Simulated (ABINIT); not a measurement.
## How far to go with the plane-wave cutoff: SnSe₂ (P3m1, 3 atoms in the cell)

```
CELL_PARAMETERS angstrom
      1.89928    -3.28966     0.00000
      1.89928     3.28966     0.00000
      0.00000     0.00000     6.12158
ATOMIC_POSITIONS crystal
  Sn 0.00000 0.00000 0.00817
  Se 0.33333 0.66667 0.25000
  Se 0.66667 0.33333 0.75000
```

Method of the run: LDA (PW92), norm-conserving pseudopotentials (PseudoDojo nc-sr-04 LDA standard) (plane waves; ABINIT).

Base settings: pseudos = [Sn.upf, Se.upf]; ecut = 43 Ha; ixc = 7; occopt = 3; tsmear = 0.05 eV; ngkpt = 3 3 2; nshiftk = 1; shiftk = 0 0 0; potentials = PseudoDojo nc-sr-04 LDA standard; nband = 30.

The mesh stays at the base's, so the ladder's end is converged at best in this setting alone.

Only quantities that move along the ladder and can be compared are tabulated; the gap is left out on so coarse a mesh.

The count of work is k-points × plane waves × bands × iterations; it is no time. Core times come from one kind of shared machine, to one figure; runs under 30 s give none.

The starting cell has typed, rounded lattice constants, without a prior relaxation at this level. Its lattice was rescaled by up to half a per cent. One atom was moved a little off its site on purpose.

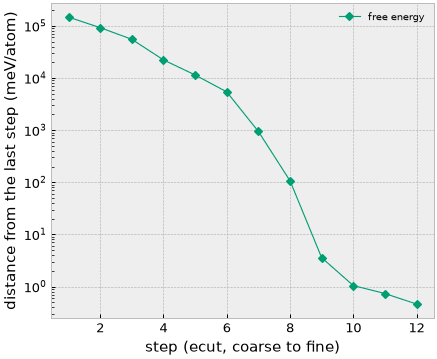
Figure. Distance from the last step along the ladder; very small values are drawn at a floor.

```csv
ecut,free energy less the last step's (meV/atom),pressure (GPa),largest difference of a force vector from the last step's (eV/Å),count of work / last,core time / last (rough)
15 Ha,147394.93,-2095.97,0.608,0.061,–
17 Ha,92508.73,-1638.36,0.633,0.067,–
19 Ha,55291.34,-1202.92,0.344,0.080,–
22 Ha,22258.42,-656.09,0.163,0.099,–
24 Ha,11446.37,-406.28,0.039,0.11,–
26 Ha,5419.34,-230.12,0.006,0.13,–
30 Ha,943.49,-54.93,0.006,0.16,0.1
34 Ha,106.64,-6.51,0.003,0.19,0.1
39 Ha,3.57,2.34,0.000,0.23,0.3
43 Ha,1.04,2.70,0.000,0.27,0.2
52 Ha,0.73,2.70,0.000,0.36,0.3
64 Ha,0.46,2.71,0.000,0.49,0.4
103 Ha,0.00,2.71,0.000,1.0,1
```

Coarsest ecut that holds the pressure within 0.2 GPa of the last step, with all finer ones: 43 Ha, at 0.27 of the last step's count of work and about 0.2 of the last step's time; the step before is off by 0.37 GPa.

Coarsest ecut that holds the free energy within 5 meV/atom of the last step, with all finer ones: 39 Ha, at 0.23 of the last step's count of work and about 0.3 of the last step's time; the step before is off by 110 meV/atom.

Coarsest ecut that holds the forces within 0.02 eV/Å of the last step, with all finer ones: 26 Ha, at 0.13 of the last step's count of work; the step before is off by 0.039 eV/Å.

At the lowest cutoff the pressure lies 2100 GPa under the last step's, the usual sign of Pulay stress in an incomplete plane-wave basis.
